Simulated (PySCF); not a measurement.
# BP86/def2-SVP run of BH2SeCl (SMILES ClB[SeH])

What is the vertical ionisation energy of BH2SeCl at BP86/def2-SVP? Input form: a Python script.

The results are computed with PySCF 2.14.0.

**1. The structure to begin with**

The species is BH2SeCl (5 atoms), meant as a singlet with charge 0. As SMILES, `ClB[SeH]`. Geometry: relaxed at PBE0-D4/def2-TZVP. This is one conformer, not always the lowest.

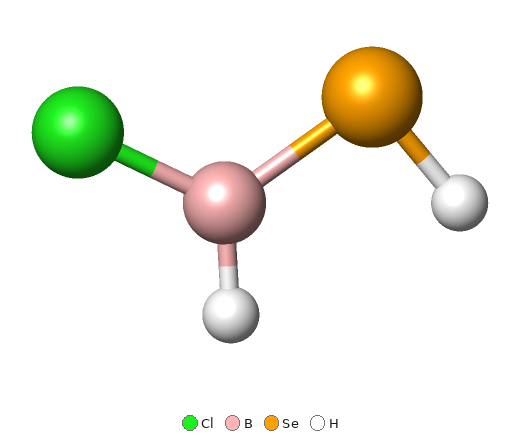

Viewed from a chosen angle; chlorine green, boron pink, selenium orange, hydrogen white.

**2. A single-point energy at BP86/def2-SVP**

Input file input.py:

```python
from pyscf import gto, dft

molecule = gto.M(
    atom='''
Cl  -2.133400  -0.290000  -0.272300
B   -0.406800  -0.344500  -0.042400
Se   0.577100   1.299700  -0.015900
H    0.133400  -1.393500   0.094000
H    1.879500   0.654700   0.195200
''',
    basis='def2-svp',
    charge=0,
    verbose=3,
    max_memory=1860,
)

calc0 = dft.RKS(molecule)
calc0.xc = 'bp86'
calc0.conv_tol = 1e-10
calc0.grids.level = 6
calc0.kernel()
if not calc0.converged:
    calc0 = calc0.newton().run(calc0.mo_coeff, calc0.mo_occ)

energy = calc0.e_tot
print('E = %.10f Eh' % energy)
```

Run with:

```bash
OMP_NUM_THREADS=1 python input.py
```

What it wrote:

```text
converged SCF energy = -2887.71867655741
E = -2887.7186765574 Eh
```

Wall time 9.9 s (1 thread of Intel Xeon Platinum 8488C (Sapphire Rapids), shared host); peak memory 0.39 GiB.

**3. The doublet cation at the same level**

Input file geometry.xyz:

```xyz
5

Cl    -2.133400    -0.290000    -0.272300
B     -0.406800    -0.344500    -0.042400
Se     0.577100     1.299700    -0.015900
H      0.133400    -1.393500     0.094000
H      1.879500     0.654700     0.195200
```

Input file job.py:

```python
from pyscf import gto, dft

mol = gto.Mole()
mol.atom = 'geometry.xyz'
mol.verbose = 3
mol.max_memory = 1860
mol.charge = 1
mol.basis = 'def2-svp'
mol.spin = 1
mol.build()

calc0 = dft.UKS(mol)
calc0.xc = 'bp86'
calc0.grids.level = 6
calc0.conv_tol = 1e-10
calc0.kernel()
if not calc0.converged:
    calc0 = calc0.newton().run(calc0.mo_coeff, calc0.mo_occ)

e_tot = calc0.e_tot
print('E = %.10f Eh' % e_tot)
```

Run with:

```bash
OMP_NUM_THREADS=1 python job.py
```

What it wrote:

```text
WARN: HOMO -0.487821849987542 >= LUMO -0.487792778258631

WARN: HOMO -0.488862144133575 >= LUMO -0.488642994016565

WARN: HOMO -0.489019317686914 >= LUMO -0.488623326093466

WARN: HOMO -0.489055061181379 >= LUMO -0.488566890564792

WARN: HOMO -0.488976231418059 >= LUMO -0.488581306764728

WARN: HOMO -0.488977696060716 >= LUMO -0.488590328211943

WARN: HOMO -0.488981318170023 >= LUMO -0.488592751564003

WARN: HOMO -0.488980652262697 >= LUMO -0.488591908926445

WARN: HOMO -0.488980868931109 >= LUMO -0.488591865024106

WARN: HOMO -0.488981093520236 >= LUMO -0.488592033522634

WARN: HOMO -0.488978104819273 >= LUMO -0.488592446855016

WARN: HOMO -0.488980682354187 >= LUMO -0.48859144366154

WARN: HOMO -0.488981859846342 >= LUMO -0.488591757109303

WARN: HOMO -0.488981907652011 >= LUMO -0.488591728810457

WARN: HOMO -0.488982111644229 >= LUMO -0.488591549613557

converged SCF energy = -2887.35093954862  <S^2> = 0.75343623  2S+1 = 2.0034333
E = -2887.3509395486 Eh
```

It took 28 s on 1 thread of Intel Xeon Platinum 8488C (Sapphire Rapids), shared host; peak memory 0.41 GiB.

**4. Summary of results**

At BP86/def2-SVP:

| quantity | value |
| --- | --- |
| singlet BH2SeCl: total energy | -2887.71868 Eh |
| singlet BH2SeCl: dipole moment | 1.12 D |
| singlet BH2SeCl: HOMO energy | -6.66 eV |
| singlet BH2SeCl: LUMO energy | -2.17 eV |
| singlet BH2SeCl: HOMO–LUMO gap | 4.49 eV |
| doublet cation: total energy | -2887.35094 Eh |
| doublet cation: HOMO energy (highest over α and β) | -13.31 eV |
| doublet cation: LUMO energy (lowest over α and β) | -13.30 eV |
| doublet cation: ⟨S²⟩ | 0.753 |
| vertical ionisation energy (to the doublet cation) | 10.007 eV |

What this shows: The vertical ionisation energy comes to 10.01 eV (231 kcal/mol). −ε(HOMO) before ionisation, 6.66 eV, is 3.35 eV below this ionisation energy. Mulliken charges (singlet BH2SeCl) run from -0.07 on B2 to +0.06 on H5.
